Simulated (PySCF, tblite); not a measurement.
# C4H6O2: changes of charge, electronic excitations, EPR parameters

Aim: compute the changes of charge, electronic excitations, EPR parameters of C4H6O2 (`O=C(O)C1CC1`).

Computed with tblite 0.8.0 and PySCF 2.14.0 and routines of our own; the level stands in each step. Atoms count from 0.

### Step 1. The starting structure

12 atoms, charge 0, multiplicity 1; geometry from: start built from the parent or by distance geometry.

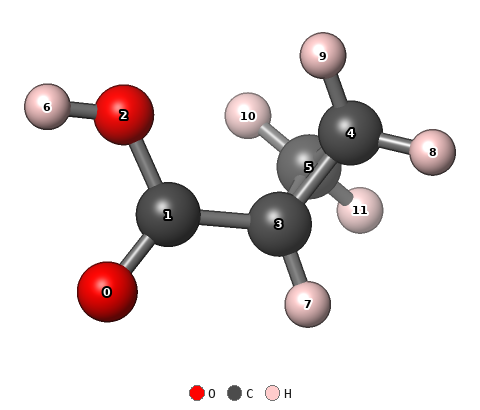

The starting geometry (oxygen red, carbon dark grey, hydrogen pink).

### Step 2. Relaxing the molecule with GFN2-xTB

What the job is given:

```
{"job": {"kind": "relax", "xc": "GFN2-xTB", "basis": "xTB"}, "charge": 0, "multiplicity": 1}
O      2.094500    -1.033100    -1.011100
C      1.231900    -0.251300    -0.465100
O      1.725500     0.777000     0.347400
C     -0.223300    -0.398600    -0.594200
C     -1.154700     0.690300    -0.204700
C     -0.941800    -0.426300     0.758900
H      2.728500     0.904300     0.430200
H     -0.534900    -1.249300    -1.204200
H     -2.102700     0.707300    -0.780200
H     -0.776900     1.675700     0.131600
H     -0.322000    -0.182900     1.654000
H     -1.721800    -1.214600     0.885400
```

Command:

```console
$ OMP_NUM_THREADS=1 python redox_run.py task.json out
```

The driver reads the jobs from task.json and runs them one after another.

The program printed:

```text
step      E/eV     max force
  0    -536.52322    5.365
  1    -536.79926    5.629
  2    -537.00492    0.899
  3    -537.06014    0.764
  4    -537.11490    0.494
  5    -537.13175    0.418
  6    -537.15084    0.366
  7    -537.15875    0.307
  8    -537.16408    0.157
  9    -537.16671    0.138
 10    -537.16845    0.089
 11    -537.16946    0.091
 12    -537.17047    0.095
 13    -537.17160    0.105
 14    -537.17271    0.087
 15    -537.17367    0.073
 16    -537.17469    0.098
 17    -537.17587    0.092
 18    -537.17707    0.092
 19    -537.17806    0.083
 20    -537.17888    0.089
 21    -537.17972    0.102
 22    -537.18055    0.078
 23    -537.18110    0.049
 24    -537.18134    0.038
 25    -537.18149    0.033
 26    -537.18168    0.035
 27    -537.18192    0.040
 28    -537.18214    0.044
 29    -537.18230    0.037
 30    -537.18241    0.029
 31    -537.18252    0.028
 32    -537.18263    0.030
 33    -537.18274    0.032
 34    -537.18282    0.027
 35    -537.18293    0.034
 36    -537.18311    0.039
 37    -537.18338    0.054
 38    -537.18373    0.060
 39    -537.18403    0.044
 40    -537.18424    0.039
 41    -537.18439    0.035
 42    -537.18456    0.034
 43    -537.18471    0.041
 44    -537.18482    0.067
 45    -537.18490    0.020
 46    -537.18497    0.018
 47    -537.18501    0.016
 48    -537.18503    0.012
 49    -537.18505    0.009
```

It took 0.14 s on 1 thread of Intel Xeon 6975P-C, shared host.

Step by step: (not every step is listed)

| step | energy from step 0 (eV) | largest force (eV/Å) |
| --- | --- | --- |
| 0 | 0.0000 | 5.3648 |
| 1 | -0.2760 | 5.6287 |
| 2 | -0.4817 | 0.8987 |
| 3 | -0.5369 | 0.7642 |
| 4 | -0.5917 | 0.4940 |
| 5 | -0.6085 | 0.4182 |
| 6 | -0.6276 | 0.3660 |
| 7 | -0.6355 | 0.3066 |
| 8 | -0.6409 | 0.1565 |
| 11 | -0.6462 | 0.0913 |
| 14 | -0.6495 | 0.0871 |
| 17 | -0.6526 | 0.0925 |
| 20 | -0.6557 | 0.0894 |
| 23 | -0.6579 | 0.0494 |
| 26 | -0.6585 | 0.0353 |
| 29 | -0.6591 | 0.0370 |
| 32 | -0.6594 | 0.0305 |
| 35 | -0.6597 | 0.0337 |
| 38 | -0.6605 | 0.0602 |
| 41 | -0.6612 | 0.0355 |
| 44 | -0.6616 | 0.0666 |
| 45 | -0.6617 | 0.0201 |
| 46 | -0.6617 | 0.0181 |
| 47 | -0.6618 | 0.0157 |
| 48 | -0.6618 | 0.0124 |
| 49 | -0.6618 | 0.0085 |

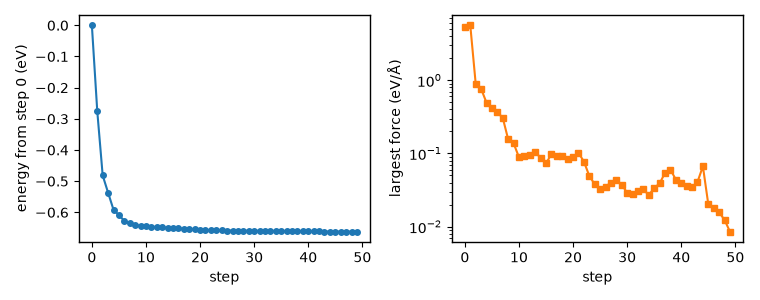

Energy and largest force along the relaxation.

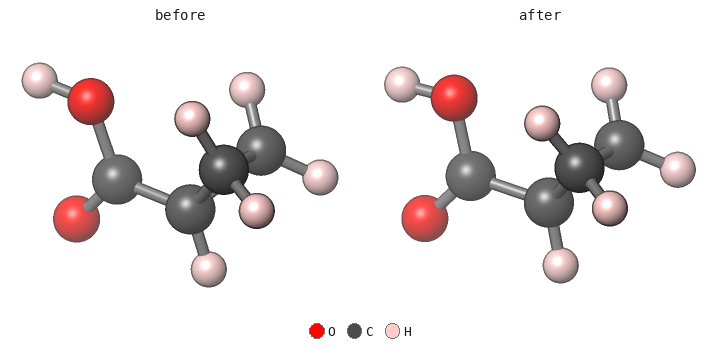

Before and after, at one scale.

Close pairs (by a distance rule), those that changed most:

| bond | before (Å) | after (Å) | change (Å) |
| --- | --- | --- | --- |
| O0–C1 | 1.286 | 1.205 | -0.081 |
| C1–O2 | 1.400 | 1.345 | -0.056 |
| O2–H6 | 1.014 | 0.969 | -0.045 |
| C5–H11 | 1.116 | 1.079 | -0.037 |
| C5–H10 | 1.116 | 1.079 | -0.037 |
| C4–H8 | 1.109 | 1.079 | -0.030 |
| C4–H9 | 1.108 | 1.079 | -0.029 |
| C3–C4 | 1.485 | 1.510 | +0.025 |

The final coordinates are the input of the step that follows.

### Step 3. Vibrational analysis with GFN2-xTB

What the job is given:

```
{"job": {"kind": "ir", "xc": "GFN2-xTB", "basis": "xTB"}, "charge": 0, "multiplicity": 1}
O      2.068922    -0.798515    -1.182379
C      1.278517    -0.238170    -0.466297
O      1.664109     0.685896     0.431196
C     -0.177764    -0.480828    -0.477487
C     -1.130931     0.658714    -0.206296
C     -0.962635    -0.409775     0.810872
H      2.625798     0.798533     0.386213
H     -0.463284    -1.223514    -1.210330
H     -2.038127     0.689233    -0.789326
H     -0.697649     1.625129    -0.002614
H     -0.413749    -0.173982     1.708885
H     -1.750813    -1.134093     0.945509
```

The program printed:

```text
mode    cm-1     km/mol
  1      72.4      0.74
  2     223.3      0.57
  3     240.4      0.27
  4     471.4      5.90
  5     550.1     44.60
  6     594.6    108.94
  7     712.7    100.34
  8     788.3      3.07
  9     822.6      6.88
 10     875.3      9.04
 11     953.9      0.63
 12    1009.8     32.78
 13    1033.5    117.74
 14    1068.3      8.38
 15    1073.6      1.91
 16    1089.3      2.44
 17    1153.5      0.31
 18    1154.4    126.82
 19    1234.8      1.83
 20    1258.7    157.14
 21    1370.1     34.30
 22    1420.5      0.19
 23    1476.3      1.18
 24    1775.7    563.63
 25    3077.8     10.80
 26    3096.8     12.90
 27    3097.5     17.54
 28    3109.3      2.59
 29    3126.1     34.65
 30    3463.9     39.01
ZPE 247.596  H(298)-E 265.435  G(298)-E 170.684 kJ/mol  S 317.80 J/(mol K)
```

Run time: 0.19 s. Hardware: 1 thread of Intel Xeon 6975P-C, shared host.

Which atoms move in the most intense modes:

| cm⁻¹ | km/mol | atoms |
| --- | --- | --- |
| 550 | 44.6 | O0 27 %, C3 21 %, O2 18 %, H6 13 % |
| 595 | 108.9 | H6 78 %, C1 10 % |
| 713 | 100.3 | C1 60 %, H6 11 % |
| 1034 | 117.7 | O2 21 %, C3 11 %, H7 11 %, H11 11 % |
| 1154 | 126.8 | H6 52 %, O2 18 % |
| 1259 | 157.1 | C1 53 %, H7 19 %, H6 13 % |
| 1776 | 563.6 | C1 63 %, O0 34 % |
| 3464 | 39.0 | H6 94 % |

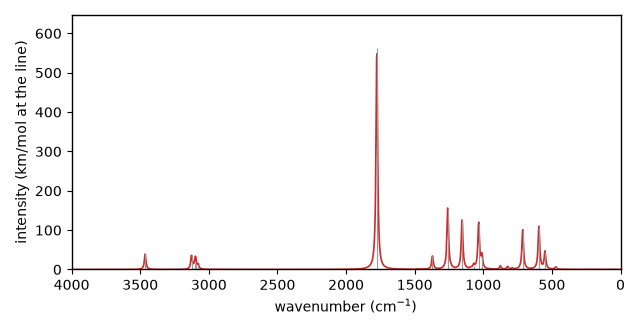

The infrared spectrum from these modes, unscaled. Lines are broadened to a width of 14 cm⁻¹ (Lorentzian).

### Step 4. Relaxing the molecule at PBE0-D3(BJ)/def2-SVP

The job, as its differences from that of step 3:

```diff
@@ -1,2 +1,2 @@
-{"job": {"kind": "ir", "xc": "GFN2-xTB", "basis": "xTB"}, "charge": 0, "multiplicity": 1}
+{"job": {"xc": "PBE0", "basis": "def2-SVP", "d3": "d3bj", "grid": 1, "kind": "geom"}, "charge": 0, "multiplicity": 1}
 O      2.068922    -0.798515    -1.182379
```

The program printed:

```text
step   0  E = -305.91758159  max force = 0.010716
step   1  E = -305.91850677  max force = 0.002789
step   2  E = -305.91853071  max force = 0.000372
step   3  E = -305.91854229  max force = 0.002063
step   4  E = -305.91853721  max force = 0.001773
step   5  E = -305.91854814  max force = 0.000411
optimisation converged
```

Run time: 19 s. Hardware: 1 thread of Intel Xeon 6975P-C, shared host; peak memory 0.48 GiB.

The steps of the relaxation:

| step | energy from step 0 (eV) | largest force component (eV/Å) |
| --- | --- | --- |
| 0 | 0.0000 | 0.5510 |
| 1 | -0.0252 | 0.1434 |
| 2 | -0.0258 | 0.0191 |
| 3 | -0.0261 | 0.1061 |
| 4 | -0.0260 | 0.0912 |
| 5 | -0.0263 | 0.0211 |

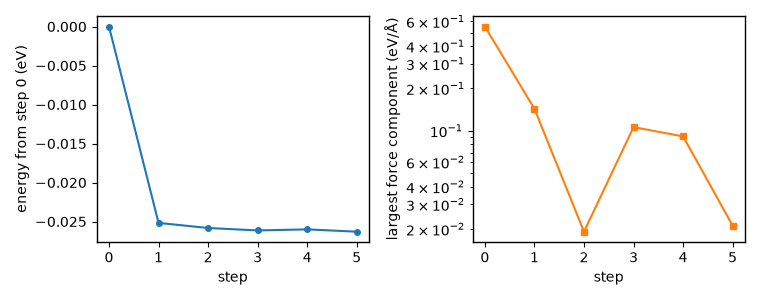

Energy and force, step by step.

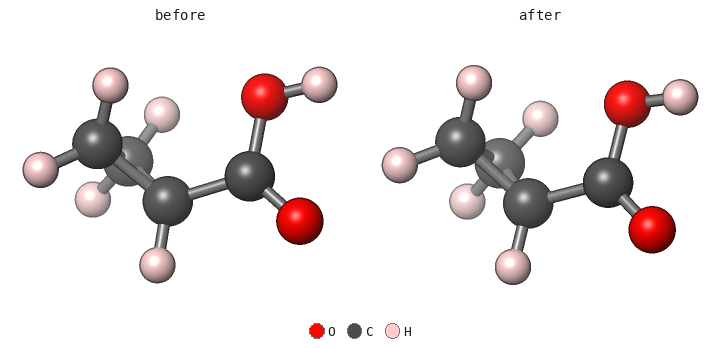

The geometry before (left) and after (right).

Close pairs (by a distance rule), those that changed most:

```csv
bond,before (Å),after (Å),change (Å)
C4–H9,1.079,1.092,+0.014
C4–H8,1.079,1.092,+0.013
C5–H10,1.079,1.092,+0.013
C5–H11,1.079,1.092,+0.013
C3–H7,1.082,1.091,+0.009
C1–C3,1.476,1.480,+0.004
O0–C1,1.205,1.204,-0.001
C1–O2,1.345,1.346,+0.001
```

The next job starts from the end point, and lists it.

```
                         at the end point                value
  point group (found at 0.08 Å tolerance)                   Cs
rotational constants (GHz, main isotopes)  7.543, 2.792, 2.422
                        dipole moment (D)                 2.00
```

### Step 5. Harmonic vibrations (C4H6O2): PBE0-D3(BJ)/def2-SVP

What the job is given:

```
{"job": {"xc": "PBE0", "basis": "def2-SVP", "d3": "d3bj", "grid": 2, "kind": "hessian"}, "charge": 0, "multiplicity": 1}
O      1.991583    -1.093025    -1.079718
C      1.257210    -0.413376    -0.410786
O      1.720835     0.499398     0.462588
C     -0.221077    -0.478970    -0.448060
C     -1.041815     0.778910    -0.281949
C     -1.023695    -0.230854     0.807566
H      2.687289     0.457288     0.408950
H     -0.577659    -1.236771    -1.147289
H     -1.933049     0.865690    -0.907419
H     -0.492991     1.709921    -0.125392
H     -0.460225     0.006237     1.712372
H     -1.901849    -0.862289     0.959868
```

The program printed:

```text
coarse grid: 10240 points
cycle   1  E = -305.7083804388  dE =  1.037e+00  |g| = 8.915e-01  |ddm| = 3.668e+00
cycle   2  E = -305.4067525602  dE =  3.016e-01  |g| = 1.546e+00  |ddm| = 2.724e+00
cycle   3  E = -305.8490508640  dE = -4.423e-01  |g| = 2.691e-01  |ddm| = 1.979e+00
cycle   4  E = -305.8628028806  dE = -1.375e-02  |g| = 6.761e-02  |ddm| = 2.933e-01
cycle   5  E = -305.8635728531  dE = -7.700e-04  |g| = 1.903e-02  |ddm| = 6.707e-02
cycle   6  E = -305.8636563805  dE = -8.353e-05  |g| = 4.267e-03  |ddm| = 2.308e-02
cycle   7  E = -305.8636601358  dE = -3.755e-06  |g| = 1.146e-03  |ddm| = 4.846e-03
final grid: 99480 points
cycle   8  E = -305.9185202975  dE = -1.353e-05  |g| = 1.149e-02  |ddm| = 2.760e-02
cycle   9  E = -305.9184695933  dE =  5.070e-05  |g| = 1.974e-02  |ddm| = 3.056e-02
cycle  10  E = -305.9185465963  dE = -7.700e-05  |g| = 2.490e-03  |ddm| = 2.094e-02
cycle  11  E = -305.9185478296  dE = -1.233e-06  |g| = 1.880e-04  |ddm| = 2.168e-03
cycle  12  E = -305.9185478338  dE = -4.163e-09  |g| = 1.131e-04  |ddm| = 2.260e-04
cycle  13  E = -305.9185478366  dE = -2.814e-09  |g| = 1.570e-05  |ddm| = 1.134e-04
cycle  14  E = -305.9185478366  dE = -5.639e-11  |g| = 3.851e-06  |ddm| = 2.703e-05
converged SCF energy = -305.9185478366

mode    cm-1
  1      83.0
  2     246.7
  3     261.5
  4     484.7
  5     591.7
  6     601.3
  7     765.0
  8     777.1
  9     821.4
 10     855.3
 11     954.8
 12     984.5
 13    1055.7
 14    1074.3
 15    1081.5
 16    1124.0
 17    1189.2
 18    1220.1
 19    1232.6
 20    1343.8
 21    1427.1
 22    1443.9
 23    1494.6
 24    1897.2
 25    3164.4
 26    3168.2
 27    3229.2
 28    3264.8
 29    3273.7
 30    3820.0
ZPE 256.786  H(298)-E 274.224  G(298)-E 180.231 kJ/mol  S 315.25 J/(mol K)
```

Wall time 2.4 min (1 thread of Intel Xeon 6975P-C, shared host); peak memory 1.6 GiB.

Zero-point energy 256.79 kJ/mol (xTB gave 247.60).

### Step 6. Single point (C4H6O2): wB97X-D3(BJ)/ma-def2-TZVP

Geometry: PBE0-D3(BJ)/def2-SVP.

The job, as its differences from that of step 5:

```diff
@@ -1,2 +1,2 @@
-{"job": {"xc": "PBE0", "basis": "def2-SVP", "d3": "d3bj", "grid": 2, "kind": "hessian"}, "charge": 0, "multiplicity": 1}
+{"job": {"kind": "sp", "xc": "wB97X", "basis": "ma-def2-TZVP", "d3": "d3bj", "grid": 2}, "charge": 0, "multiplicity": 1}
 O      1.991583    -1.093025    -1.079718
```

The program printed:

```text
coarse grid: 10240 points
cycle   1  E = -306.5420652137  dE =  1.339e+00  |g| = 9.371e-01  |ddm| = 2.616e+00
cycle   2  E = -306.4756503228  dE =  6.641e-02  |g| = 1.197e+00  |ddm| = 1.907e+00
cycle   3  E = -306.7090518165  dE = -2.334e-01  |g| = 1.220e-01  |ddm| = 1.158e+00
cycle   4  E = -306.7111458682  dE = -2.094e-03  |g| = 6.400e-02  |ddm| = 1.129e-01
cycle   5  E = -306.7118620453  dE = -7.162e-04  |g| = 9.468e-03  |ddm| = 7.247e-02
cycle   6  E = -306.7118903384  dE = -2.829e-05  |g| = 3.294e-03  |ddm| = 2.443e-02
cycle   7  E = -306.7118945185  dE = -4.180e-06  |g| = 1.226e-03  |ddm| = 1.081e-02
final grid: 99480 points
cycle   8  E = -306.7039220697  dE = -4.976e-05  |g| = 5.509e-03  |ddm| = 5.177e-02
cycle   9  E = -306.7039211470  dE =  9.226e-07  |g| = 6.182e-03  |ddm| = 9.100e-03
cycle  10  E = -306.7039274157  dE = -6.269e-06  |g| = 6.528e-04  |ddm| = 4.620e-03
cycle  11  E = -306.7039274798  dE = -6.411e-08  |g| = 3.917e-04  |ddm| = 7.170e-04
cycle  12  E = -306.7039275091  dE = -2.932e-08  |g| = 6.745e-05  |ddm| = 5.173e-04
cycle  13  E = -306.7039275106  dE = -1.527e-09  |g| = 3.186e-05  |ddm| = 1.677e-04
converged SCF energy = -306.7039275106
```

It took 9.8 s on 1 thread of Intel Xeon 6975P-C, shared host; peak memory 1 GiB.

### Step 7. Single point (C4H6O2+ (doublet)): wB97X-D3(BJ)/ma-def2-TZVP

Geometry: PBE0-D3(BJ)/def2-SVP, that of another charge or spin state.

The job, as its differences from that of step 6:

```diff
@@ -1,2 +1,2 @@
-{"job": {"kind": "sp", "xc": "wB97X", "basis": "ma-def2-TZVP", "d3": "d3bj", "grid": 2}, "charge": 0, "multiplicity": 1}
+{"job": {"kind": "sp", "xc": "wB97X", "basis": "ma-def2-TZVP", "d3": "d3bj", "grid": 2}, "charge": 1, "multiplicity": 2}
 O      1.991583    -1.093025    -1.079718
```

The program printed:

```text
final grid: 99480 points
cycle   1  E = -306.3205610679  dE = -7.780e-10  |g| = 3.297e-05  |ddm| = 6.506e-05
converged SCF energy = -306.3205610679
```

Wall time 52 s (1 thread of Intel Xeon 6975P-C, shared host); peak memory 1.2 GiB.

### Step 8. Geometry optimisation with GFN2-xTB

This step treats C₄H₆O₂+ (doublet), labelled `[O+]=C(O)C1CC1` (the label fixes atoms and charge, not where charge and spin sit).

What the job is given:

```
{"job": {"kind": "relax", "xc": "GFN2-xTB", "basis": "xTB"}, "charge": 1, "multiplicity": 2}
O      2.007800    -1.099100    -1.085000
C      1.246500    -0.404700    -0.433800
O      1.738300     0.491800     0.465800
C     -0.223600    -0.464300    -0.468700
C     -1.045000     0.775100    -0.270600
C     -1.034700    -0.232600     0.798800
H      2.687700     0.463100     0.397900
H     -0.566200    -1.227800    -1.142300
H     -1.924000     0.858900    -0.908600
H     -0.502300     1.707200    -0.120100
H     -0.467100     0.002300     1.705500
H     -1.910300    -0.869000     0.959700
```

The program printed:

```text
step      E/eV     max force
  0    -522.20071    2.705
  1    -522.37434    1.188
  2    -522.43627    1.559
  3    -522.49786    0.725
  4    -522.53428    0.590
  5    -522.55178    0.369
  6    -522.56375    0.254
  7    -522.57047    0.269
  8    -522.57574    0.225
  9    -522.57851    0.136
 10    -522.58040    0.118
 11    -522.58167    0.081
 12    -522.58247    0.073
 13    -522.58294    0.056
 14    -522.58333    0.069
 15    -522.58379    0.064
 16    -522.58425    0.064
 17    -522.58450    0.037
 18    -522.58458    0.020
 19    -522.58461    0.014
 20    -522.58463    0.012
 21    -522.58464    0.009
```

It took 0.07 s on 1 thread of Intel Xeon 6975P-C, shared host.

Along the way:

```
step  energy from step 0 (eV)  largest force (eV/Å)
   0                   0.0000                2.7046
   1                  -0.1736                1.1879
   2                  -0.2356                1.5587
   3                  -0.2971                0.7251
   4                  -0.3336                0.5901
   5                  -0.3511                0.3686
   6                  -0.3630                0.2543
   7                  -0.3698                0.2692
   8                  -0.3750                0.2248
   9                  -0.3778                0.1360
  10                  -0.3797                0.1179
  11                  -0.3810                0.0806
  12                  -0.3818                0.0734
  13                  -0.3822                0.0565
  14                  -0.3826                0.0691
  15                  -0.3831                0.0641
  16                  -0.3835                0.0641
  17                  -0.3838                0.0371
  18                  -0.3839                0.0198
  19                  -0.3839                0.0136
  20                  -0.3839                0.0119
  21                  -0.3839                0.0086
```

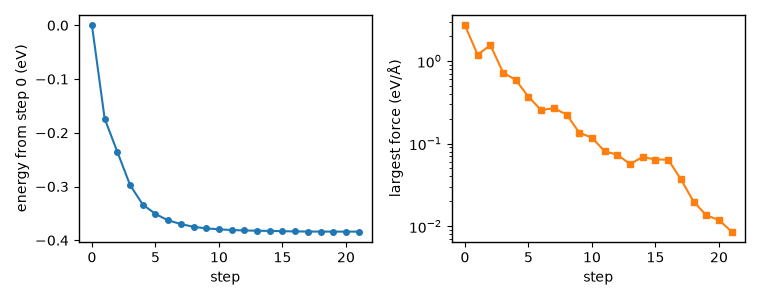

Energy and force, step by step.

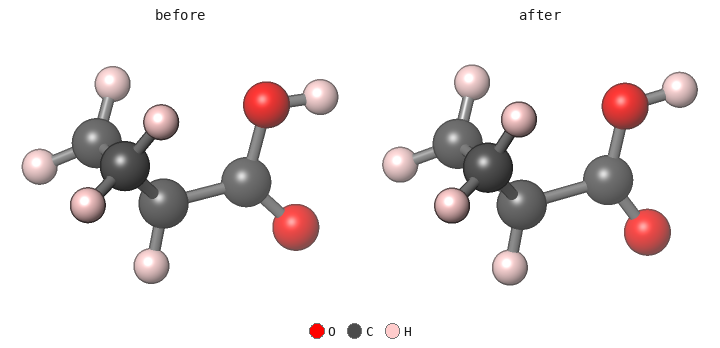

The geometry before (left) and after (right).

Close pairs (by a distance rule), those that changed most:

```csv
bond,before (Å),after (Å),change (Å)
C4–C5,1.469,1.561,+0.091
C1–C3,1.472,1.546,+0.075
C1–O2,1.362,1.288,-0.074
C3–C5,1.523,1.484,-0.039
O0–C1,1.219,1.192,-0.027
O2–H6,0.952,0.978,+0.026
C3–C4,1.500,1.483,-0.017
C5–H10,1.095,1.082,-0.013
```

The end geometry stands in the next job.

### Step 9. Vibrational analysis with GFN2-xTB

What the job is given:

```
{"job": {"kind": "ir", "xc": "GFN2-xTB", "basis": "xTB"}, "charge": 1, "multiplicity": 2}
O      1.862581    -1.141995    -1.132219
C      1.286125    -0.396203    -0.402277
O      1.723718     0.479168     0.434387
C     -0.256073    -0.489787    -0.464421
C     -1.009670     0.781071    -0.332456
C     -0.990350    -0.283811     0.808238
H      2.698458     0.547305     0.483955
H     -0.586557    -1.246629    -1.167117
H     -1.880824     0.910329    -0.961452
H     -0.511867     1.703736    -0.065153
H     -0.480717     0.054023     1.700740
H     -1.847870    -0.916420     0.996454
```

The program printed:

```text
mode    cm-1     km/mol
  1      67.4      0.75
  2     231.8      0.61
  3     233.6      0.69
  4     399.9     10.07
  5     528.0     54.06
  6     557.5      6.72
  7     598.6    133.52
  8     676.5    264.14
  9     704.9     92.81
 10     748.9     30.00
 11     838.3     30.59
 12     851.4      0.16
 13     940.1      0.90
 14     993.5     93.06
 15    1019.4     27.94
 16    1031.7     14.96
 17    1099.8     13.06
 18    1123.6    191.51
 19    1158.1      8.04
 20    1229.2    184.90
 21    1296.1     15.92
 22    1368.1     33.11
 23    1411.7      1.44
 24    1778.2    283.64
 25    3055.4      6.14
 26    3058.0     42.40
 27    3065.4     34.28
 28    3080.6      0.10
 29    3094.0     25.64
 30    3312.2    233.94
ZPE 236.572  H(298)-E 255.423  G(298)-E 157.512 kJ/mol  S 328.39 J/(mol K)
```

Wall time 0.2 s (1 thread of Intel Xeon 6975P-C, shared host).

The strongest bands and the atoms that carry them (share of the mass-weighted mode):

```
cm⁻¹  km/mol                                 atoms
 599   133.5   H6 20 %, C1 20 %, H10 16 %, H9 16 %
 676   264.1             C1 43 %, H6 32 %, O2 14 %
 705    92.8   C5 15 %, C4 15 %, H11 15 %, H8 15 %
 994    93.1  H11 28 %, H8 27 %, H10 13 %, H9 12 %
1124   191.5    H6 36 %, O2 34 %, H7 12 %, O0 11 %
1229   184.9             C1 37 %, H6 18 %, O2 17 %
1778   283.6                      C1 63 %, O0 34 %
3312   233.9                               H6 94 %
```

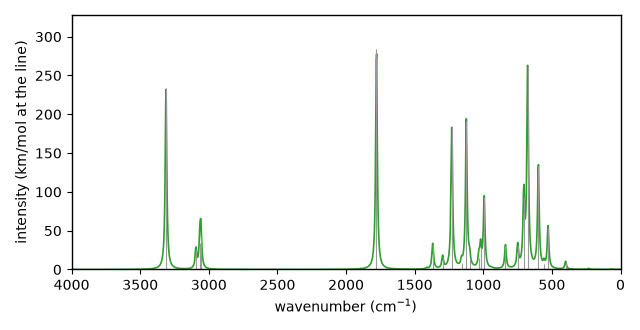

The infrared spectrum from these modes, unscaled. Lines are broadened to a width of 14 cm⁻¹ (Lorentzian).

(Part 1 of 3 ends here.)
